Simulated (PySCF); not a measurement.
# C4H11NP2: the cost of one run

Programs: PySCF 2.14.0, with routines of our own; each step states its level. All values are computed. Atoms count from 0.

### 1 The starting structure

18 atoms, charge 0, multiplicity 1; geometry from: GFN2-xTB.

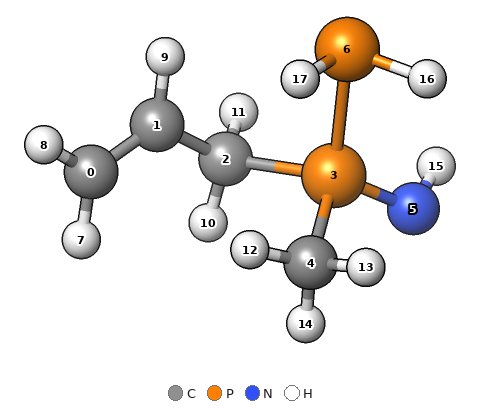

The starting geometry (carbon grey, phosphorus orange, nitrogen blue, hydrogen white).

### 2 Magnetic properties: GIAO B97-2/pcSseg-1

What the job is given:

```
{"job": {"kind": "mag", "xc": "B97-2", "basis": "pcSseg-1", "isotopologues": 2}, "charge": 0, "multiplicity": 1}
C     -2.503701     0.661248     0.083802
C     -1.586358     0.048476    -0.644379
C     -0.758922    -1.088030    -0.173222
P      1.010077    -0.574868     0.173237
C      0.851137     0.584401     1.572144
N      2.017172    -1.670637     0.639179
P      1.486623     0.593967    -1.651652
H     -2.739307     0.339565     1.085712
H     -3.063334     1.500497    -0.292514
H     -1.374261     0.386271    -1.653764
H     -1.135651    -1.523243     0.756435
H     -0.696938    -1.873780    -0.932825
H      0.055448     1.305888     1.397051
H      1.803832     1.091154     1.712762
H      0.639132    -0.015592     2.453948
H      2.245981    -2.374572    -0.048089
H      2.759988     0.834142    -1.146024
H      0.980323     1.781429    -1.137736
```

Level: GIAO B97-2/pcSseg-1 magnetisability, rotational g tensor and spin-rotation constants, non-relativistic, gas phase.

Run with:

```bash
> OMP_NUM_THREADS=1 python excited_run.py task.json out
```

One launch serves the whole session: the jobs run in the order shown.

Q: Estimate the wall time and peak memory of this first job on 1 thread of Arm Neoverse V1, shared host.

About 33 s, with a peak of 0.83 GiB.
